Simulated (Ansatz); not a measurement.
**Single-point calculation, with input and output: C$_{4}$H$_{11}$AlO**

- system: C$_{4}$H$_{11}$AlO, SMILES C[CH2][Al]([OH])[CH2]C
- method: RKS PBE0-DH/aug-cc-pVTZ (Ansatz 0.2.0)

The geometry comes from this level: PBE0-D4/def2-TZVP.

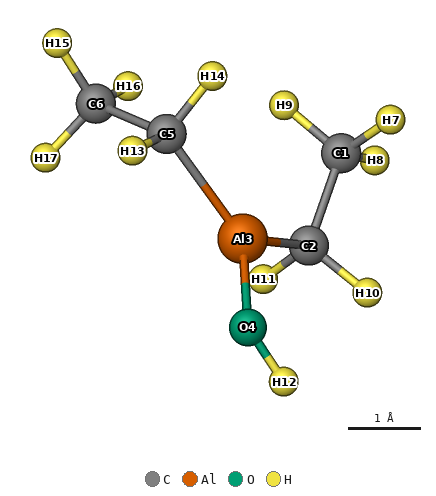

Figure 1. The structure (ball-and-stick view, seen at a tilt; atoms are numbered from 1 in the order of the input). Sticks mark near contacts.

### Outcome

```tsv
quantity	value
outcome	refused by the program
hardware	4 threads of Intel Xeon @ 2.50GHz, 180 GiB of memory available, shared host
```

The program refused the input: “with its integrals the run needs 15.75 GiB of memory, and 11.04 GiB are given refused for memory”

### Input
```yaml
crystal:
  periodic: [false, false, false]
  atoms:
    - {symbol: C, position_ang: [-1.312774, 1.641576, -0.294311]}
    - {symbol: C, position_ang: [-0.693948, 0.774527, -1.306387]}
    - {symbol: Al, position_ang: [0.838714, -0.161754, -0.730662]}
    - {symbol: O, position_ang: [2.023280, -0.544596, -1.794515]}
    - {symbol: C, position_ang: [1.104292, -0.729676, 1.040246]}
    - {symbol: C, position_ang: [-0.020187, -1.475644, 1.624706]}
    - {symbol: H, position_ang: [-0.662868, 2.407448, 0.011898]}
    - {symbol: H, position_ang: [-2.186999, 2.104750, -0.647769]}
    - {symbol: H, position_ang: [-1.575962, 1.106112, 0.569348]}
    - {symbol: H, position_ang: [-0.456778, 1.333202, -2.166607]}
    - {symbol: H, position_ang: [-1.397478, 0.060649, -1.635690]}
    - {symbol: H, position_ang: [1.998869, -0.304253, -2.679378]}
    - {symbol: H, position_ang: [1.983039, -1.305762, 1.077325]}
    - {symbol: H, position_ang: [1.302119, 0.120110, 1.632111]}
    - {symbol: H, position_ang: [0.155941, -1.735283, 2.627325]}
    - {symbol: H, position_ang: [-0.912147, -0.921773, 1.604532]}
    - {symbol: H, position_ang: [-0.205449, -2.370116, 1.106515]}
basis:
  gaussian: {orbitals: aug-cc-pVTZ}
hamiltonian: {xc: {name: PBE0-DH}}
accuracy: high
output: {forces: true}
```

Run as:
```bash
ansatz run in.yaml --threads 4 --pin off --events-out ev --progress --plain --max-ram 11315MiB
```

### Output
```
Functional definition: PBE0-DH
  name "PBE0-DH"
  cite "Brémond & Adamo, J. Chem. Phys. 135, 024106 (2011) doi:10.1063/1.3604569"
  cite "Perdew, Burke & Ernzerhof, Phys. Rev. Lett. 77, 3865 (1996) doi:10.1103/PhysRevLett.77.3865"
  parameter a = 1/2
  parameter c = 1/8
  exchange = (1 - a)*pbe_x + a*exact_x
  correlation = (1 - c)*pbe_c + c*(mp2_os + mp2_ss)
Error: with its integrals the run needs 15.75 GiB of memory, and 11.04 GiB are given
refused for memory
```
